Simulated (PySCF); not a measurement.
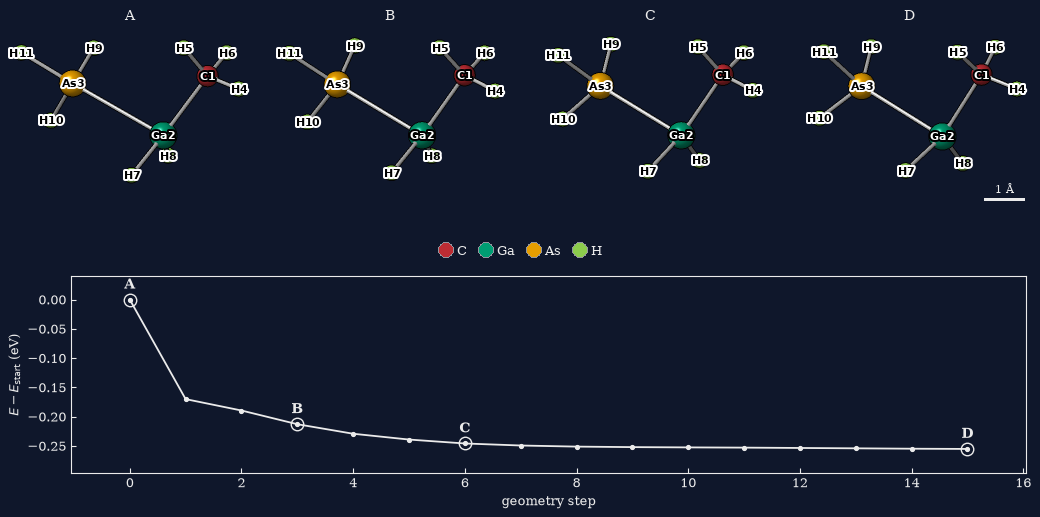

Frames of a relaxation of CH8AsGa, marked on the history of the run. A ball-and-stick model, seen at a tilt.

The start comes from GFN2-xTB. Its atoms were then displaced at random by about 0.01 Å.

The calculation used PBE0-D3(BJ)/def2-SVP geometry optimisation, gas phase (PySCF 2.14.0, density-fitted response routines). 

What happens along the run?

Over 15 geometry steps the energy falls by 0.255 eV. The largest move after the best rigid fit is that of H11, 0.79 Å. By element the largest moves are H 0.79 Å, As 0.37 Å, C 0.16 Å, Ga 0.07 Å. Near-neighbour distances that change, for instance: Ga2–As3 2.800 → 2.675 Å, C1–H4 1.080 → 1.103 Å, C1–H5 1.113 → 1.101 Å, As3–H10 1.501 → 1.512 Å. Among the angles between lasting bonds that change: Ga2–As3–H11 161.0° → 120.8°, Ga2–As3–H9 103.9° → 121.1°, Ga2–As3–H10 104.1° → 119.3°. Groups turn about C1–Ga2 by about 20°. From step 0 to 3: H11 moves most (0.39 Å), energy −0.213 eV. From step 3 to 6: H11 moves most (0.32 Å), energy −0.033 eV. From step 6 to 15: H6 moves most (0.26 Å), energy −0.009 eV.

```
step  E − E(0), eV
   0        0.0000
   1       -0.1699
   2       -0.1894
   3       -0.2128
   4       -0.2291
   5       -0.2390
   6       -0.2457
   7       -0.2492
   8       -0.2511
   9       -0.2519
  10       -0.2524
  11       -0.2528
  12       -0.2534
  13       -0.2540
  14       -0.2547
  15       -0.2551
```
